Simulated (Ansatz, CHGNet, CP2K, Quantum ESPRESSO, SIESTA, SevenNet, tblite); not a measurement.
**Quantum ESPRESSO runs on P2_1/m (COD entry) CsBC2F8, displaced supercell (96 atoms)**

Aim: run P2_1/m (COD entry) CsBC2F8, displaced supercell (96 atoms) in Quantum ESPRESSO and see how near its forces come to a plane-wave reference, and at what cost.

Calculated with Quantum ESPRESSO 7.5; the method is named at each step.

## (1) The starting structure

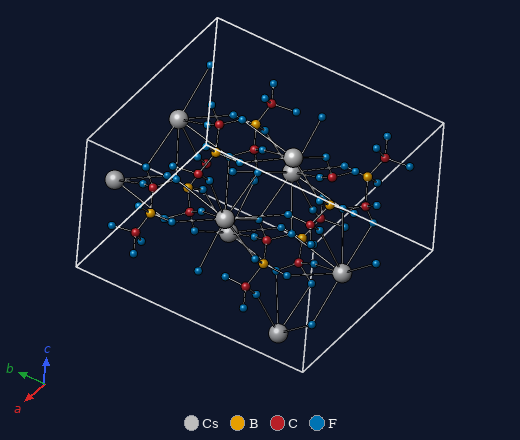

The starting structure, seen from a free direction (caesium light grey, boron orange, carbon red, fluorine blue). Some periodic images of atoms are drawn too.

The cell holds 96 atoms: 8 Cs, 8 B, 16 C and 64 F. Its edges and angles: a = 11.916 Å, b = 15.256 Å, c = 8.300 Å, α = 90.0°, β = 100.5°, γ = 90.0°. It derives from CsBC2F8 (P2_1/m (measured, COD)), repeated 2×2×1. P2_1/m (COD entry) CsBC2F8 (cell 5.958, 7.628, 8.3, 90, 100.5, 90), 2 x 2 x 1 conventional cells; every coordinate displaced by a Gaussian of 0.05 Å. Then every atom was moved at random, 0.05 Å r.m.s. a Cartesian component.

The yardstick, on the same geometry:

- method: Kohn-Sham DFT, PBE, PAW, plane waves (Ansatz 0.2.0); cutoff 420 eV, Γ point, fermi-dirac smearing of 0.05 eV; PAW set soft_2
- r.m.s. force component: 2.544 eV/Å
- longest force: 17.36 eV/Å
- pressure: 5.854 GPa
- gap (highest filled to lowest empty level): 4.789 eV
- SCF cycles: 9
- time: 22 s on 4 threads of Arm Neoverse V2, shared host
- CPU time: 84 s

## (2) PBE, sssp-1.3.0-efficiency, 60/480 Ry

Method: Kohn-Sham DFT, PBE, SSSP efficiency 1.3.0 pseudopotentials, plane waves.

pw.in reads:

```
&control
  calculation = 'scf'
  pseudo_dir = './pseudo'
  outdir = './tmp'
  disk_io = 'none'
  tprnfor = .true.
  tstress = .true.
/
&system
  ibrav = 0
  nat = 96
  ntyp = 4
  ecutwfc = 60
  ecutrho = 480
  nosym = .true.
  occupations = 'smearing'
  smearing = 'fd'
  degauss = 0.003675
/
&electrons
  conv_thr = 4.8e-07
  electron_maxstep = 100
  mixing_beta = 0.2
  mixing_mode = 'local-TF'
  diagonalization = 'david'
/
ATOMIC_SPECIES
Cs 132.905 Cs.upf
B 10.810 B.upf
C 12.011 C.upf
F 18.998 F.upf
CELL_PARAMETERS angstrom
11.91600 0.00000 0.00000
0.00000 15.25600 0.00000
-1.51250 0.00000 8.16072
ATOMIC_POSITIONS crystal
Cs 0.99374 0.12123 0.20034
Cs 0.49325 0.37613 0.77460
B 0.34321 0.12959 0.79888
B 0.15692 0.37390 0.19752
C 0.35675 0.12035 0.58784
C 0.15945 0.37292 0.41855
C 0.21927 0.12545 0.83265
C 0.29202 0.38073 0.16542
F 0.14987 0.20083 0.78027
F 0.34491 0.45124 0.23889
F 0.34548 0.31183 0.22983
F 0.14900 0.05297 0.75663
F 0.21692 0.12534 0.00019
F 0.27799 0.37831 0.99981
F 0.24961 0.12718 0.48698
F 0.26197 0.37346 0.51444
F 0.39427 0.19720 0.54412
F 0.08957 0.44199 0.45205
F 0.10058 0.30654 0.46284
F 0.40533 0.05766 0.55707
F 0.39489 0.20515 0.87055
F 0.10348 0.44609 0.11784
F 0.09319 0.30069 0.13128
F 0.40573 0.05443 0.87441
Cs 0.01296 0.61916 0.22784
Cs 0.49164 0.87679 0.77461
B 0.33595 0.62692 0.79172
B 0.17046 0.86989 0.21163
C 0.33575 0.62413 0.59600
C 0.15670 0.87286 0.41580
C 0.21756 0.62778 0.84094
C 0.29265 0.87457 0.15615
F 0.15047 0.69231 0.76506
F 0.36576 0.94858 0.22601
F 0.34952 0.79586 0.22282
F 0.14330 0.55727 0.76265
F 0.21019 0.63065 0.98816
F 0.27310 0.87361 0.99384
F 0.24552 0.63490 0.49817
F 0.25156 0.87473 0.50187
F 0.40297 0.69437 0.54736
F 0.09725 0.94274 0.45432
F 0.09942 0.80600 0.45380
F 0.41536 0.56058 0.54404
F 0.39044 0.69760 0.85859
F 0.10379 0.94745 0.12922
F 0.09933 0.80042 0.12208
F 0.40754 0.54928 0.87600
Cs 0.51015 0.11739 0.21236
Cs 0.97572 0.37797 0.76035
B 0.84247 0.13122 0.79425
B 0.65426 0.38123 0.20676
C 0.85038 0.13287 0.60713
C 0.66050 0.37361 0.40199
C 0.71356 0.12651 0.82932
C 0.79085 0.37935 0.15938
[... 36 atom lines left out ...]
F 0.89218 0.70143 0.86081
F 0.61161 0.95377 0.14431
F 0.61050 0.80760 0.13932
F 0.88776 0.54761 0.87446
K_POINTS gamma
```

Command:

```sh
$ OMP_NUM_THREADS=1 mpirun -np 4 pw.x -in pw.in > output.txt
```

The log of the run:

```text
Program PWSCF
     gamma-point specific algorithms are used
     one sub-group per band group will be used
     scalapack distributed-memory algorithm (size of sub-group:  2*  2 procs)
     Parallelization info
     sticks:   dense  smooth     PW     G-vecs:    dense   smooth      PW
     Min        6198    3098    774               444528   157130   19641
     Max        6200    3100    776               444530   157134   19642
     Sum       24797   12397   3101              1778115   628527   78567
     bravais-lattice index     =            0
     lattice parameter (alat)  =      22.5180  a.u.
     unit-cell volume          =   10011.4332 (a.u.)^3
     number of atoms/cell      =           96
     number of atomic types    =            4
     number of electrons       =       608.00
     number of Kohn-Sham states=          365
     kinetic-energy cutoff     =      60.0000  Ry
     charge density cutoff     =     480.0000  Ry
     scf convergence threshold =      4.8E-07
     mixing beta               =       0.2000
     number of iterations used =            8  local-TF  mixing
     Exchange-correlation=  SLA  PW   PBX  PBC
                           (   1   4   3   4   0   0   0)
     crystal axes: (cart. coord. in units of alat)
               a(1) = (   1.000000   0.000000   0.000000 )
               a(2) = (   0.000000   1.280295   0.000000 )
               a(3) = (  -0.126930   0.000000   0.684854 )
     reciprocal axes: (cart. coord. in units 2 pi/alat)
               b(1) = (  1.000000 -0.000000  0.185339 )
               b(2) = (  0.000000  0.781070 -0.000000 )
               b(3) = (  0.000000  0.000000  1.460165 )
     PseudoPot. # 1 for Cs:
     Pseudo is Ultrasoft + core correction, Zval =  9.0
     PseudoPot. # 2 for B :
     Pseudo is Ultrasoft + core correction, Zval =  3.0
     PseudoPot. # 3 for C :
     Pseudo is Projector augmented-wave + core cor, Zval =  4.0
     PseudoPot. # 4 for F :
     Pseudo is Ultrasoft, Zval =  7.0
     atomic species   valence    mass     pseudopotential
     Cs                9.00   132.90500     Cs( 1.00)
     B                 3.00    10.81000     B ( 1.00)
     C                 4.00    12.01100     C ( 1.00)
     F                 7.00    18.99800     F ( 1.00)
     No symmetry found
   Cartesian axes
     number of k points=     1  Fermi-Dirac smearing, width (Ry)=  0.0037
                       cart. coord. in units 2pi/alat
        k(    1) = (   0.0000000   0.0000000   0.0000000), wk =   2.0000000
     Dense  grid:   889058 G-vectors     FFT dimensions: ( 160, 216, 120)
     Smooth grid:   314264 G-vectors     FFT dimensions: ( 120, 144,  80)
     Initial potential from superposition of free atoms
     starting charge     607.6820, renormalised to     608.0000
     Starting wfcs are  456 randomized atomic wfcs
     Self-consistent Calculation
     iteration #  1     ecut=    60.00 Ry     beta= 0.20
     total energy              =   -3966.17077375 Ry
     estimated scf accuracy    <       7.01524003 Ry
     iteration #  2     ecut=    60.00 Ry     beta= 0.20
     total energy              =   -3964.76993849 Ry
     estimated scf accuracy    <       4.15092815 Ry
     iteration #  3     ecut=    60.00 Ry     beta= 0.20
     total energy              =   -3965.13045061 Ry
     estimated scf accuracy    <       0.58274711 Ry
     iteration #  4     ecut=    60.00 Ry     beta= 0.20
     total energy              =   -3965.08906073 Ry
     estimated scf accuracy    <       0.27882517 Ry
     iteration #  5     ecut=    60.00 Ry     beta= 0.20
     total energy              =   -3965.11712305 Ry
     estimated scf accuracy    <       0.05821712 Ry
     iteration #  6     ecut=    60.00 Ry     beta= 0.20
     total energy              =   -3965.09625685 Ry
     estimated scf accuracy    <       0.04987469 Ry
[...]
total energy              =   -3965.09758898 Ry
[...]
iteration # 25     ecut=    60.00 Ry     beta= 0.20
     total energy              =   -3965.09758876 Ry
     estimated scf accuracy    <       0.00000126 Ry
     iteration # 26     ecut=    60.00 Ry     beta= 0.20
     total energy              =   -3965.09758881 Ry
     estimated scf accuracy    <       0.00000059 Ry
     iteration # 27     ecut=    60.00 Ry     beta= 0.20
     End of self-consistent calculation
          k = 0.0000 0.0000 0.0000 ( 39284 PWs)   bands (ev):
   -27.9731 -27.3694 -26.7621 -26.5186 -26.3914 -25.8481 -25.6044 -25.4289
   -25.2107 -25.1365 -25.0754 -24.9991 -24.6136 -24.4952 -24.3661 -24.0494
   -23.9961 -23.9093 -23.7532 -23.5618 -23.5234 -23.4954 -23.0422 -23.0152
   -22.9358 -22.9053 -22.8971 -22.8714 -22.8445 -22.8403 -22.8376 -22.8244
   -22.7934 -22.7082 -22.7049 -22.6948 -22.6650 -22.5054 -22.2677 -22.2545
   -22.1615 -22.1579 -22.1489 -22.0991 -22.0073 -21.9746 -21.9640 -21.7726
[...]
9.2761   9.3365   9.3910   9.4367   9.4906   9.4999   9.5490   9.5951
     9.6363   9.6540   9.6795   9.7056   9.7480   9.7646   9.7859   9.8088
     9.8325   9.8603   9.9167   9.9689  10.0156  10.0186  10.0634  10.0880
    10.1236  10.1831  10.2087  10.2270  10.2934
     the Fermi energy is     3.4310 ev
!    total energy              =   -3965.09758854 Ry
     estimated scf accuracy    <       0.00000041 Ry
     smearing contrib. (-TS)   =      -0.00000000 Ry
     internal energy E=F+TS    =   -3965.09758854 Ry
     The total energy is F=E-TS. E is the sum of the following terms:
     one-electron contribution =   -2687.13865492 Ry
     hartree contribution      =    1635.38298233 Ry
     xc contribution           =    -939.07699364 Ry
     ewald contribution        =   -1875.61839593 Ry
     one-center paw contrib.   =     -98.64652639 Ry
     convergence has been achieved in  27 iterations
     Forces acting on atoms (cartesian axes, Ry/au):
     atom    1 type  1   force =     0.00762145   -0.00192743    0.01439237
     atom    2 type  1   force =     0.00091588    0.00485124   -0.00021639
     atom    3 type  2   force =     0.07929803   -0.04233282   -0.07849113
     atom    4 type  2   force =     0.04201159   -0.00249026    0.07649457
     atom    5 type  3   force =    -0.34984222    0.34389468    0.24001234
     atom    6 type  3   force =    -0.02739856    0.03097601   -0.17479331
[...]
atom   94 type  4   force =    -0.02796181    0.04731867   -0.04070102
     atom   95 type  4   force =    -0.15000079   -0.23335442   -0.13321571
     atom   96 type  4   force =     0.03750413    0.03743187   -0.03144483
     Total force =     1.758543     Total SCF correction =     0.002259
     Computing stress (Cartesian axis) and pressure
          total   stress  (Ry/bohr**3)                   (kbar)     P=       65.75
   0.00046931  -0.00000833   0.00011538           69.04       -1.23       16.97
  -0.00000833   0.00053090   0.00001174           -1.23       78.10        1.73
   0.00011538   0.00001174   0.00034058           16.97        1.73       50.10
     Message from routine punch:
     Nothing written, as per user request (disk_io='none')
```

Elapsed: 7.4 min, on 4 MPI ranks of Arm Neoverse V2, shared host; peak memory 4.7 GiB.

Banners, paths, timers and routine set-up lines are dropped from the logs unmarked, and long logs keep their key lines alone; longer cuts are marked.

Against the reference:

```yaml
r_m_s_force_component: 2.664 eV/Å
r_m_s_difference_of_force_components: 191.9 meV/Å
longest_difference_of_force_vectors: 1160 meV/Å
force_difference_over_r_m_s_force: 7.543 %
slope_of_forces_against_the_reference_s: 1.046
correlation_of_force_components: 0.9983
spacing_of_highest_filled_and_lowest_empty_level: 4.784 eV
gap_difference: -0.0055 eV
pressure: 6.575 GPa
pressure_difference: 0.7203 GPa
```

Length of the force difference by element (eV/Å):

```csv
element,atoms,mean,most
B,8,0.15,0.22
C,16,0.43,1.1
Cs,8,0.0078,0.011
F,64,0.27,1.2
```

Levels nearest the highest filled one (eV from it): -2.57, -2.51, -2.35, -1.91, -1.75, -1.69, -1.65, -1.25, -0.77, -0.47, -0.36, 0.00, 4.78, 4.99, 5.15, 5.19, 5.42, 5.57, 5.67, 5.80, 5.84, 5.91, 5.95, 6.06.

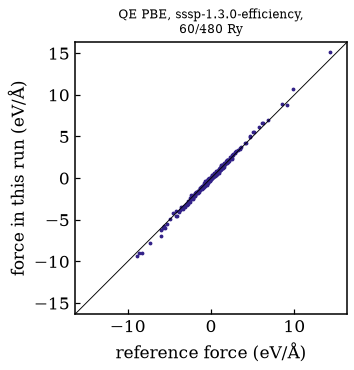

Force components against those of the reference; the line marks equality.

The surroundings of Cs1, one of the 8 Cs atoms, nearest first, numbered as they follow in the input and with coordinates relative to it.

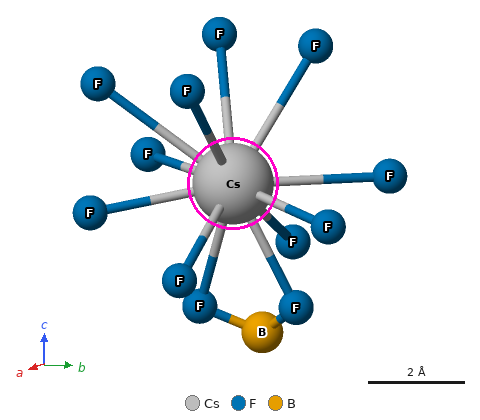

The atoms of the table, within 3.5 Å (arrows a, b, c point along x, y, z); some may hide others; the central atom is ringed.

```csv
atom,x,y,z,distance (Å),bonds,Fx,Fy,Fz (eV/Å)
Cs1,0.00,0.00,0.00,0.00,13,0.20,-0.05,0.37
F69,-0.66,1.15,-2.65,2.97,3,1.42,3.63,1.73
F72,-0.64,-1.04,-2.76,3.01,3,0.12,-0.90,0.17
F46,1.42,-2.65,-0.58,3.06,3,0.83,-0.32,0.73
F23,1.29,2.74,-0.56,3.08,3,0.30,-0.60,0.00
F82,-1.81,-2.73,0.20,3.28,2,-0.53,1.44,0.08
F59,-1.81,2.80,0.08,3.33,2,1.43,-2.41,2.19
F13,2.96,0.06,-1.63,3.38,3,0.14,-0.68,-0.64
F65,-1.60,1.19,2.77,3.41,3,-0.01,-0.32,0.46
F61,-3.04,0.05,-1.66,3.47,3,0.26,-0.56,0.33
F15,2.62,0.09,2.34,3.51,2,-1.64,-1.50,-0.98
F68,-1.76,-1.08,2.85,3.52,3,1.23,1.09,1.02
B51,-1.19,0.15,-3.31,3.52,4,-0.80,-2.78,-0.01
F42,0.85,-2.72,2.07,3.53,3,-0.96,1.77,0.34
```

Forces lie 7.5 % from the reference's, at 21 times its CPU time.

## (3) Results

```json
{
  "force difference from the reference": "QE PBE, sssp-1.3.0-efficiency, 60/480 Ry, 7.5 %",
  "its CPU time": "29 min"
}
```

What this shows: PBE on plane waves or a grid with other potentials, cutoffs or grids differs from the reference by 7.5 % (QE PBE, sssp-1.3.0-efficiency, 60/480 Ry) of the r.m.s. force; potentials, valence shells or grid differ, and the table alone doesn't part them (QE's 60 Ry are 816 eV, against the reference's 420 eV). PBE gaps agree with the reference's 4.79 eV within 0.006 eV. These are spacings on the run's k-points, which needn't hold the band edges. In our tests on small cells the SSSP efficiency potentials stood apart from two norm-conserving sets, for C–F bonds most and for P–O bonds less, so differences between them and other runs here needn't be the other run's error. The published positions, changed by the recipe (random displacements or longer bonds to H), lie far from the minimum at this level of theory. The reference's pressure of 5.9 GPa belongs to a cell and atoms that aren't relaxed at this level. The electronic-structure runs sample only Γ, in a cell whose shortest periodic width is 8 Å. Spin–orbit coupling is left out, which matters for the levels of the heavy elements.

[Also dropped from logs without a mark: logging warnings of Python, and SIESTA's first energy breakdown and zero terms.]

[Logs are printed without paths, hosts, clocks, repeated set-up lines and the standing remarks that a program may print on its own settings, such as how far it seeks lower states.]

[Hosts, paths, dates, database ids (printed as entryN), source tags and the programs' standing remarks are cut or masked in the printed files.]
